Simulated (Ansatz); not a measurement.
# S₂F (quartet): PBE, BLYP, r2SCAN, B97M-V, PBE0, B3LYP over vertical spin and charge gaps, def2-QZVPP

Aim: run S₂F (quartet) with these functionals over vertical spin and charge gaps, and hold them against the top wave-function level at the same points.

Computed with Ansatz 0.2.0, Gaussian basis. Level: def2-QZVPP, all electrons in the functionals.

The runs, in order: PBE, BLYP, r2SCAN, B97M-V, PBE0, B3LYP, at charge 0, quartet; charge 0, doublet; charge 0, sextet; charge 1, triplet; charge 1, quintet.

### Step 1. What is computed

The geometry is a PBE0/def2-TZVP stationary point (not a proven minimum).

3 atoms, charge 0, spin multiplicity 4.

Atoms are counted from 1 here; the program's logs count them from 0.

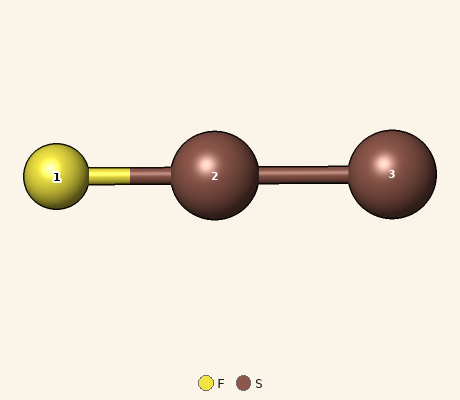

The structure; fluorine yellow, sulfur brown; atoms are numbered from 1 in the order of the file.

No dispersion term is added; B97M-V holds VV10 nonlocal correlation. B3LYP takes the VWN-RPA correlation.

The geometry shown and the zero of energy belong to the point charge 0, quartet. The yardstick, UCCSD(T), and other wave-function levels (R restricted, U unrestricted, valence and pair active spaces) come from earlier runs.

### Step 2. PBE, charge 0, quartet

Input file in.yaml:

```yaml
crystal:
  periodic: [false, false, false]
  atoms:
    - {symbol: F, position_ang: [0.000000, 0.000000, 1.810100]}
    - {symbol: S, position_ang: [0.000000, 0.000000, 0.070000]}
    - {symbol: S, position_ang: [0.000000, 0.000000, -1.880100]}
basis:
  gaussian: {orbitals: "def2-QZVPP.json"}
magnetization: {spin_polarized: true, initial_magnetization: 3}
hamiltonian: {xc: {name: PBE}}
output: {orbitals: {seedname: orbitals}}
```

Command:

```console
$ ansatz run in.yaml --threads 1 --pin off --events-out ev --progress --plain --max-ram 2393MiB
```

The program printed, cut to the lines that bear on the results:

```text
Functional definition: PBE
  name "PBE"
  cite "Perdew, Burke & Ernzerhof, Phys. Rev. Lett. 77, 3865 (1996) doi:10.1103/PhysRevLett.77.3865"
  parent pbe
[...]
835 factors; their error is unknown
[...]
mean field -24375.91755209 eV, -895.7984474491 hartree, gradient 4.7e-5 eV, S^2 3.757350; 3 other end points of the search recorded, 0 dependent functions left out
reference -24375.91758151 eV, -895.7984485302 hartree; 22, 19 occupied and 175, 178 virtual orbitals, 835 factors
Total energy: -24375.91758151 eV, -895.7984485302 hartree
```

Run time: 12 s. Hardware: 1 thread of Arm Neoverse V1, shared host; peak memory 0.36 GiB.

From the report: ⟨S²⟩ of the determinant 3.757 (pure quartet: 3.75).

### Step 3. PBE, charge 0, doublet

Edit in.yaml of step 2 so:

```diff
@@ -8,3 +8,3 @@
   gaussian: {orbitals: "def2-QZVPP.json"}
-magnetization: {spin_polarized: true, initial_magnetization: 3}
+magnetization: {spin_polarized: true, initial_magnetization: 1}
 hamiltonian: {xc: {name: PBE}}
```

Launched as before.

The program printed, cut to the lines that bear on the results:

```text
Functional definition: PBE
  name "PBE"
  cite "Perdew, Burke & Ernzerhof, Phys. Rev. Lett. 77, 3865 (1996) doi:10.1103/PhysRevLett.77.3865"
  parent pbe
[...]
835 factors; their error is unknown
[...]
mean field -24376.50940079 eV, -895.8201974877 hartree, gradient 4.6e-6 eV, S^2 0.752909; 13 other end points of the search recorded, 0 dependent functions left out
reference -24376.50942947 eV, -895.8201985416 hartree; 21, 20 occupied and 176, 177 virtual orbitals, 835 factors
Total energy: -24376.50942947 eV, -895.8201985416 hartree
```

Wall time 34 s (1 thread of Arm Neoverse V1, shared host); peak memory 0.41 GiB.

From the report: ⟨S²⟩ of the determinant 0.753 (pure doublet: 0.75).

From charge 0, quartet: -0.592 eV.

### Step 4. PBE, charge 0, sextet

Edit in.yaml of step 3 so:

```diff
@@ -8,3 +8,3 @@
   gaussian: {orbitals: "def2-QZVPP.json"}
-magnetization: {spin_polarized: true, initial_magnetization: 1}
+magnetization: {spin_polarized: true, initial_magnetization: 5}
 hamiltonian: {xc: {name: PBE}}
```

Same command.

The program printed, cut to the lines that bear on the results:

```text
Functional definition: PBE
  name "PBE"
  cite "Perdew, Burke & Ernzerhof, Phys. Rev. Lett. 77, 3865 (1996) doi:10.1103/PhysRevLett.77.3865"
  parent pbe
[...]
835 factors; their error is unknown
[...]
mean field -24368.54920755 eV, -895.5276657816 hartree, gradient 5.4e-5 eV, S^2 8.755899; 4 other end points of the search recorded, 0 dependent functions left out
reference -24368.54924231 eV, -895.5276670590 hartree; 23, 18 occupied and 174, 179 virtual orbitals, 835 factors
Total energy: -24368.54924231 eV, -895.5276670590 hartree
```

It took 15 s on 1 thread of Arm Neoverse V1, shared host; peak memory 0.37 GiB.

From the report: ⟨S²⟩ of the determinant 8.756 (pure sextet: 8.75).

From charge 0, quartet: +7.368 eV.

### Step 5. PBE, charge 1, triplet

Edit in.yaml of step 4 so:

```diff
@@ -8,3 +8,4 @@
   gaussian: {orbitals: "def2-QZVPP.json"}
-magnetization: {spin_polarized: true, initial_magnetization: 5}
+total_charge: 1
+magnetization: {spin_polarized: true, initial_magnetization: 2}
 hamiltonian: {xc: {name: PBE}}
```

The command is unchanged.

The program printed, cut to the lines that bear on the results:

```text
Functional definition: PBE
  name "PBE"
  cite "Perdew, Burke & Ernzerhof, Phys. Rev. Lett. 77, 3865 (1996) doi:10.1103/PhysRevLett.77.3865"
  parent pbe
[...]
835 factors; their error is unknown
[...]
mean field -24366.23101056 eV, -895.4424736136 hartree, gradient 6.4e-5 eV, S^2 2.010143; 13 other end points of the search recorded, 0 dependent functions left out
reference -24366.23104341 eV, -895.4424748206 hartree; 21, 19 occupied and 176, 178 virtual orbitals, 835 factors
Total energy: -24366.23104341 eV, -895.4424748206 hartree
```

Wall time 39 s (1 thread of Arm Neoverse V1, shared host); peak memory 0.42 GiB.

From the report: ⟨S²⟩ of the determinant 2.010 (pure triplet: 2.00).

From charge 0, quartet: +9.687 eV.

### Step 6. PBE, charge 1, quintet

Edit in.yaml of step 5 so:

```diff
@@ -9,3 +9,3 @@
 total_charge: 1
-magnetization: {spin_polarized: true, initial_magnetization: 2}
+magnetization: {spin_polarized: true, initial_magnetization: 4}
 hamiltonian: {xc: {name: PBE}}
```

The command is unchanged.

The program printed, cut to the lines that bear on the results:

```text
Functional definition: PBE
  name "PBE"
  cite "Perdew, Burke & Ernzerhof, Phys. Rev. Lett. 77, 3865 (1996) doi:10.1103/PhysRevLett.77.3865"
  parent pbe
[...]
835 factors; their error is unknown
[...]
mean field -24364.37926877 eV, -895.3744233580 hartree, gradient 2.6e-5 eV, S^2 6.006756; 4 other end points of the search recorded, 0 dependent functions left out
reference -24364.37930375 eV, -895.3744246434 hartree; 22, 18 occupied and 175, 179 virtual orbitals, 835 factors
Total energy: -24364.37930375 eV, -895.3744246434 hartree
```

Wall time 16 s (1 thread of Arm Neoverse V1, shared host); peak memory 0.37 GiB.

From the report: ⟨S²⟩ of the determinant 6.007 (pure quintet: 6.00).

From charge 0, quartet: +11.538 eV.

### Step 7. BLYP, charge 0, quartet

Input file in.yaml:

```yaml
crystal:
  periodic: [false, false, false]
  atoms:
    - {symbol: F, position_ang: [0.000000, 0.000000, 1.810100]}
    - {symbol: S, position_ang: [0.000000, 0.000000, 0.070000]}
    - {symbol: S, position_ang: [0.000000, 0.000000, -1.880100]}
basis:
  gaussian: {orbitals: "def2-QZVPP.json"}
magnetization: {spin_polarized: true, initial_magnetization: 3}
hamiltonian: {xc: {name: BLYP}}
```

The command is unchanged.

The program printed, cut to the lines that bear on the results:

```text
Functional definition: BLYP
  name "BLYP"
  cite "Becke, Phys. Rev. A 38, 3098 (1988) doi:10.1103/PhysRevA.38.3098"
  cite "Lee, Yang & Parr, Phys. Rev. B 37, 785 (1988) doi:10.1103/PhysRevB.37.785"
[...]
835 factors; their error is unknown
[...]
mean field -24387.64783777 eV, -896.2295274965 hartree, gradient 4.5e-5 eV, S^2 3.756894; 3 other end points of the search recorded, 0 dependent functions left out
reference -24387.64807949 eV, -896.2295363796 hartree; 22, 19 occupied and 175, 178 virtual orbitals, 835 factors
Total energy: -24387.64807949 eV, -896.2295363796 hartree
```

It took 11 s on 1 thread of Arm Neoverse V1, shared host; peak memory 0.36 GiB.

From the report: ⟨S²⟩ of the determinant 3.757 (pure quartet: 3.75).

### Step 8. BLYP, charge 0, doublet

Edit in.yaml of step 7 so:

```diff
@@ -8,3 +8,3 @@
   gaussian: {orbitals: "def2-QZVPP.json"}
-magnetization: {spin_polarized: true, initial_magnetization: 3}
+magnetization: {spin_polarized: true, initial_magnetization: 1}
 hamiltonian: {xc: {name: BLYP}}
```

Same command.

The program printed, cut to the lines that bear on the results:

```text
Functional definition: BLYP
  name "BLYP"
  cite "Becke, Phys. Rev. A 38, 3098 (1988) doi:10.1103/PhysRevA.38.3098"
  cite "Lee, Yang & Parr, Phys. Rev. B 37, 785 (1988) doi:10.1103/PhysRevB.37.785"
[...]
835 factors; their error is unknown
[...]
mean field -24388.31035245 eV, -896.2538744619 hartree, gradient 1.2e-5 eV, S^2 0.752722; 11 other end points of the search recorded, 0 dependent functions left out
reference -24388.31059928 eV, -896.2538835328 hartree; 21, 20 occupied and 176, 177 virtual orbitals, 835 factors
Total energy: -24388.31059928 eV, -896.2538835328 hartree
```

Run time: 32 s. Hardware: 1 thread of Arm Neoverse V1, shared host; peak memory 0.41 GiB.

From the report: ⟨S²⟩ of the determinant 0.753 (pure doublet: 0.75).

From charge 0, quartet: -0.663 eV.

### Step 9. BLYP, charge 0, sextet

Edit in.yaml of step 8 so:

```diff
@@ -8,3 +8,3 @@
   gaussian: {orbitals: "def2-QZVPP.json"}
-magnetization: {spin_polarized: true, initial_magnetization: 1}
+magnetization: {spin_polarized: true, initial_magnetization: 5}
 hamiltonian: {xc: {name: BLYP}}
```

The command is unchanged.

The program printed, cut to the lines that bear on the results:

```text
Functional definition: BLYP
  name "BLYP"
  cite "Becke, Phys. Rev. A 38, 3098 (1988) doi:10.1103/PhysRevA.38.3098"
  cite "Lee, Yang & Parr, Phys. Rev. B 37, 785 (1988) doi:10.1103/PhysRevB.37.785"
[...]
835 factors; their error is unknown
[...]
mean field -24380.19897078 eV, -895.9557866837 hartree, gradient 1.5e-5 eV, S^2 8.755785; 4 other end points of the search recorded, 0 dependent functions left out
reference -24380.19924423 eV, -895.9557967328 hartree; 23, 18 occupied and 174, 179 virtual orbitals, 835 factors
Total energy: -24380.19924423 eV, -895.9557967328 hartree
```

Wall time 16 s (1 thread of Arm Neoverse V1, shared host); peak memory 0.37 GiB.

From the report: ⟨S²⟩ of the determinant 8.756 (pure sextet: 8.75).

From charge 0, quartet: +7.449 eV.

### Step 10. BLYP, charge 1, triplet

Edit in.yaml of step 9 so:

```diff
@@ -8,3 +8,4 @@
   gaussian: {orbitals: "def2-QZVPP.json"}
-magnetization: {spin_polarized: true, initial_magnetization: 5}
+total_charge: 1
+magnetization: {spin_polarized: true, initial_magnetization: 2}
 hamiltonian: {xc: {name: BLYP}}
```

The command is unchanged.

The program printed, cut to the lines that bear on the results:

```text
Functional definition: BLYP
  name "BLYP"
  cite "Becke, Phys. Rev. A 38, 3098 (1988) doi:10.1103/PhysRevA.38.3098"
  cite "Lee, Yang & Parr, Phys. Rev. B 37, 785 (1988) doi:10.1103/PhysRevB.37.785"
[...]
835 factors; their error is unknown
[...]
mean field -24378.14516004 eV, -895.8803105311 hartree, gradient 2.2e-5 eV, S^2 2.008975; 11 other end points of the search recorded, 0 dependent functions left out
reference -24378.14542769 eV, -895.8803203672 hartree; 21, 19 occupied and 176, 178 virtual orbitals, 835 factors
Total energy: -24378.14542769 eV, -895.8803203672 hartree
```

It took 37 s on 1 thread of Arm Neoverse V1, shared host; peak memory 0.42 GiB.

From the report: ⟨S²⟩ of the determinant 2.009 (pure triplet: 2.00).

From charge 0, quartet: +9.503 eV.

### Step 11. BLYP, charge 1, quintet

Edit in.yaml of step 10 so:

```diff
@@ -9,3 +9,3 @@
 total_charge: 1
-magnetization: {spin_polarized: true, initial_magnetization: 2}
+magnetization: {spin_polarized: true, initial_magnetization: 4}
 hamiltonian: {xc: {name: BLYP}}
```

The command is unchanged.

The program printed, cut to the lines that bear on the results:

```text
Functional definition: BLYP
  name "BLYP"
  cite "Becke, Phys. Rev. A 38, 3098 (1988) doi:10.1103/PhysRevA.38.3098"
  cite "Lee, Yang & Parr, Phys. Rev. B 37, 785 (1988) doi:10.1103/PhysRevB.37.785"
[...]
835 factors; their error is unknown
[...]
mean field -24376.20893346 eV, -895.8091555168 hartree, gradient 4.4e-5 eV, S^2 6.006386; 4 other end points of the search recorded, 0 dependent functions left out
reference -24376.20920615 eV, -895.8091655379 hartree; 22, 18 occupied and 175, 179 virtual orbitals, 835 factors
Total energy: -24376.20920615 eV, -895.8091655379 hartree
```

Wall time 15 s (1 thread of Arm Neoverse V1, shared host); peak memory 0.37 GiB.

From the report: ⟨S²⟩ of the determinant 6.006 (pure quintet: 6.00).

From charge 0, quartet: +11.439 eV.

### Step 12. r2SCAN, charge 0, quartet

Edit in.yaml of step 11 so:

```diff
@@ -8,4 +8,3 @@
   gaussian: {orbitals: "def2-QZVPP.json"}
-total_charge: 1
-magnetization: {spin_polarized: true, initial_magnetization: 4}
-hamiltonian: {xc: {name: BLYP}}
+magnetization: {spin_polarized: true, initial_magnetization: 3}
+hamiltonian: {xc: {name: r2SCAN}}
```

Launched as before.

The program printed, cut to the lines that bear on the results:

```text
Functional definition: r2SCAN
  name "r2SCAN"
  cite "Furness, Kaplan, Ning, Perdew & Sun, J. Phys. Chem. Lett. 11, 8208 (2020) doi:10.1021/acs.jpclett.0c02405"
  cite "Furness, Kaplan, Ning, Perdew & Sun, J. Phys. Chem. Lett. 11, 9248 (2020) doi:10.1021/acs.jpclett.0c03077"
  parent r2scan
[...]
835 factors; their error is unknown
[...]
mean field -24384.92658864 eV, -896.1295234356 hartree, gradient 3.1e-5 eV, S^2 3.769456; 0 other end points of the search recorded, 0 dependent functions left out
reference -24384.92659994 eV, -896.1295238510 hartree; 22, 19 occupied and 175, 178 virtual orbitals, 835 factors
Total energy: -24384.92659994 eV, -896.1295238510 hartree
```

It took 13 s on 1 thread of Arm Neoverse V1, shared host; peak memory 0.26 GiB.

From the report: ⟨S²⟩ of the determinant 3.769 (pure quartet: 3.75).

### Step 13. r2SCAN, charge 0, doublet

Edit in.yaml of step 12 so:

```diff
@@ -8,3 +8,3 @@
   gaussian: {orbitals: "def2-QZVPP.json"}
-magnetization: {spin_polarized: true, initial_magnetization: 3}
+magnetization: {spin_polarized: true, initial_magnetization: 1}
 hamiltonian: {xc: {name: r2SCAN}}
```

The command is unchanged.

The program printed, cut to the lines that bear on the results:

```text
Functional definition: r2SCAN
  name "r2SCAN"
  cite "Furness, Kaplan, Ning, Perdew & Sun, J. Phys. Chem. Lett. 11, 8208 (2020) doi:10.1021/acs.jpclett.0c02405"
  cite "Furness, Kaplan, Ning, Perdew & Sun, J. Phys. Chem. Lett. 11, 9248 (2020) doi:10.1021/acs.jpclett.0c03077"
  parent r2scan
[...]
835 factors; their error is unknown
[...]
mean field -24385.15311296 eV, -896.1378480508 hartree, gradient 6.5e-6 eV, S^2 0.996285; 17 other end points of the search recorded, 0 dependent functions left out
reference -24385.15312399 eV, -896.1378484563 hartree; 21, 20 occupied and 176, 177 virtual orbitals, 835 factors
Total energy: -24385.15312399 eV, -896.1378484563 hartree
```

Run time: 1.7 min. Hardware: 1 thread of Arm Neoverse V1, shared host; peak memory 0.52 GiB.

From the report: ⟨S²⟩ of the determinant 0.996 (pure doublet: 0.75).

From charge 0, quartet: -0.227 eV.

### Step 14. r2SCAN, charge 0, sextet

Edit in.yaml of step 13 so:

```diff
@@ -8,3 +8,3 @@
   gaussian: {orbitals: "def2-QZVPP.json"}
-magnetization: {spin_polarized: true, initial_magnetization: 1}
+magnetization: {spin_polarized: true, initial_magnetization: 5}
 hamiltonian: {xc: {name: r2SCAN}}
```

Launched as before.

The program printed, cut to the lines that bear on the results:

```text
Functional definition: r2SCAN
  name "r2SCAN"
  cite "Furness, Kaplan, Ning, Perdew & Sun, J. Phys. Chem. Lett. 11, 8208 (2020) doi:10.1021/acs.jpclett.0c02405"
  cite "Furness, Kaplan, Ning, Perdew & Sun, J. Phys. Chem. Lett. 11, 9248 (2020) doi:10.1021/acs.jpclett.0c03077"
  parent r2scan
[...]
835 factors; their error is unknown
[...]
mean field -24377.51655153 eV, -895.8572095945 hartree, gradient 2.0e-5 eV, S^2 8.764502; 1 other end points of the search recorded, 0 dependent functions left out
reference -24377.51656336 eV, -895.8572100293 hartree; 23, 18 occupied and 174, 179 virtual orbitals, 835 factors
Total energy: -24377.51656336 eV, -895.8572100293 hartree
```

It took 18 s on 1 thread of Arm Neoverse V1, shared host; peak memory 0.38 GiB.

From the report: ⟨S²⟩ of the determinant 8.765 (pure sextet: 8.75).

From charge 0, quartet: +7.410 eV.

### Step 15. r2SCAN, charge 1, triplet

Edit in.yaml of step 14 so:

```diff
@@ -8,3 +8,4 @@
   gaussian: {orbitals: "def2-QZVPP.json"}
-magnetization: {spin_polarized: true, initial_magnetization: 5}
+total_charge: 1
+magnetization: {spin_polarized: true, initial_magnetization: 2}
 hamiltonian: {xc: {name: r2SCAN}}
```

Same command.

The program printed, cut to the lines that bear on the results:

```text
Functional definition: r2SCAN
  name "r2SCAN"
  cite "Furness, Kaplan, Ning, Perdew & Sun, J. Phys. Chem. Lett. 11, 8208 (2020) doi:10.1021/acs.jpclett.0c02405"
  cite "Furness, Kaplan, Ning, Perdew & Sun, J. Phys. Chem. Lett. 11, 9248 (2020) doi:10.1021/acs.jpclett.0c03077"
  parent r2scan
[...]
835 factors; their error is unknown
[...]
mean field -24374.93686676 eV, -895.7624079279 hartree, gradient 3.6e-5 eV, S^2 2.063972; 6 other end points of the search recorded, 0 dependent functions left out
reference -24374.93687872 eV, -895.7624083674 hartree; 21, 19 occupied and 176, 178 virtual orbitals, 835 factors
Total energy: -24374.93687872 eV, -895.7624083674 hartree
```

Wall time 56 s (1 thread of Arm Neoverse V1, shared host); peak memory 0.45 GiB.

From the report: ⟨S²⟩ of the determinant 2.064 (pure triplet: 2.00).

From charge 0, quartet: +9.990 eV.

### Step 16. r2SCAN, charge 1, quintet

Edit in.yaml of step 15 so:

```diff
@@ -9,3 +9,3 @@
 total_charge: 1
-magnetization: {spin_polarized: true, initial_magnetization: 2}
+magnetization: {spin_polarized: true, initial_magnetization: 4}
 hamiltonian: {xc: {name: r2SCAN}}
```

The command is unchanged.

The program printed, cut to the lines that bear on the results:

```text
Functional definition: r2SCAN
  name "r2SCAN"
  cite "Furness, Kaplan, Ning, Perdew & Sun, J. Phys. Chem. Lett. 11, 8208 (2020) doi:10.1021/acs.jpclett.0c02405"
  cite "Furness, Kaplan, Ning, Perdew & Sun, J. Phys. Chem. Lett. 11, 9248 (2020) doi:10.1021/acs.jpclett.0c03077"
  parent r2scan
[...]
835 factors; their error is unknown
[...]
mean field -24373.39097396 eV, -895.7055974151 hartree, gradient 4.6e-5 eV, S^2 6.017562; 3 other end points of the search recorded, 0 dependent functions left out
reference -24373.39098640 eV, -895.7055978725 hartree; 22, 18 occupied and 175, 179 virtual orbitals, 835 factors
Total energy: -24373.39098640 eV, -895.7055978725 hartree
```

Wall time 18 s (1 thread of Arm Neoverse V1, shared host); peak memory 0.38 GiB.

From the report: ⟨S²⟩ of the determinant 6.018 (pure quintet: 6.00).

From charge 0, quartet: +11.536 eV.

### Step 17. B97M-V, charge 0, quartet

Edit in.yaml of step 16 so:

```diff
@@ -8,4 +8,3 @@
   gaussian: {orbitals: "def2-QZVPP.json"}
-total_charge: 1
-magnetization: {spin_polarized: true, initial_magnetization: 4}
-hamiltonian: {xc: {name: r2SCAN}}
+magnetization: {spin_polarized: true, initial_magnetization: 3}
+hamiltonian: {xc: {name: B97M-V}}
```

Same command.

The program printed, cut to the lines that bear on the results:

```text
Functional definition: B97M-V
  name "B97M-V"
  cite "Mardirossian & Head-Gordon, J. Chem. Phys. 142, 074111 (2015) doi:10.1063/1.4907719"
  cite "Becke, J. Chem. Phys. 107, 8554 (1997) doi:10.1063/1.475007"
  cite "Vydrov & Van Voorhis, J. Chem. Phys. 133, 244103 (2010) doi:10.1063/1.3521275"
  # Of w^i u^j: cxij and so on, Table III.
[...]
  gx(w, u) = cx00 + cx01*u + cx02*u^2 + (cx10 + cx11*u)*w
[...]
  gos(w, u) = cos00 + cos01*u + cos03*u^3 + cos10*w + cos32*w^3*u^2
[...]
      + integral(e_c_pw_mod_opposite_spin*gos(b97_w_opposite, b97_u_opposite)) + vv10(b, c)
835 factors; their error is unknown
[...]
mean field -24380.40755957 eV, -895.9634521803 hartree, gradient 8.9e-6 eV, S^2 3.762788; 0 other end points of the search recorded, 0 dependent functions left out
reference -24380.40760452 eV, -895.9634538322 hartree; 22, 19 occupied and 175, 178 virtual orbitals, 835 factors
Total energy: -24380.40760452 eV, -895.9634538322 hartree
```

Wall time 19 s (1 thread of Arm Neoverse V1, shared host); peak memory 0.32 GiB.

From the report: ⟨S²⟩ of the determinant 3.763 (pure quartet: 3.75).

### Step 18. B97M-V, charge 0, doublet

Edit in.yaml of step 17 so:

```diff
@@ -8,3 +8,3 @@
   gaussian: {orbitals: "def2-QZVPP.json"}
-magnetization: {spin_polarized: true, initial_magnetization: 3}
+magnetization: {spin_polarized: true, initial_magnetization: 1}
 hamiltonian: {xc: {name: B97M-V}}
```

Launched as before.

The program printed, cut to the lines that bear on the results:

```text
Functional definition: B97M-V
  name "B97M-V"
  cite "Mardirossian & Head-Gordon, J. Chem. Phys. 142, 074111 (2015) doi:10.1063/1.4907719"
  cite "Becke, J. Chem. Phys. 107, 8554 (1997) doi:10.1063/1.475007"
  cite "Vydrov & Van Voorhis, J. Chem. Phys. 133, 244103 (2010) doi:10.1063/1.3521275"
  # Of w^i u^j: cxij and so on, Table III.
[...]
  gx(w, u) = cx00 + cx01*u + cx02*u^2 + (cx10 + cx11*u)*w
[...]
  gos(w, u) = cos00 + cos01*u + cos03*u^3 + cos10*w + cos32*w^3*u^2
[...]
      + integral(e_c_pw_mod_opposite_spin*gos(b97_w_opposite, b97_u_opposite)) + vv10(b, c)
835 factors; their error is unknown
[...]
mean field -24380.75140322 eV, -895.9760882016 hartree, gradient 4.0e-6 eV, S^2 0.753644; 13 other end points of the search recorded, 0 dependent functions left out
reference -24380.75144692 eV, -895.9760898076 hartree; 21, 20 occupied and 176, 177 virtual orbitals, 835 factors
Total energy: -24380.75144692 eV, -895.9760898076 hartree
```

It took 2.2 min on 1 thread of Arm Neoverse V1, shared host; peak memory 0.58 GiB.

From the report: ⟨S²⟩ of the determinant 0.754 (pure doublet: 0.75).

From charge 0, quartet: -0.344 eV.

(Part 1 of 2 ends here.)
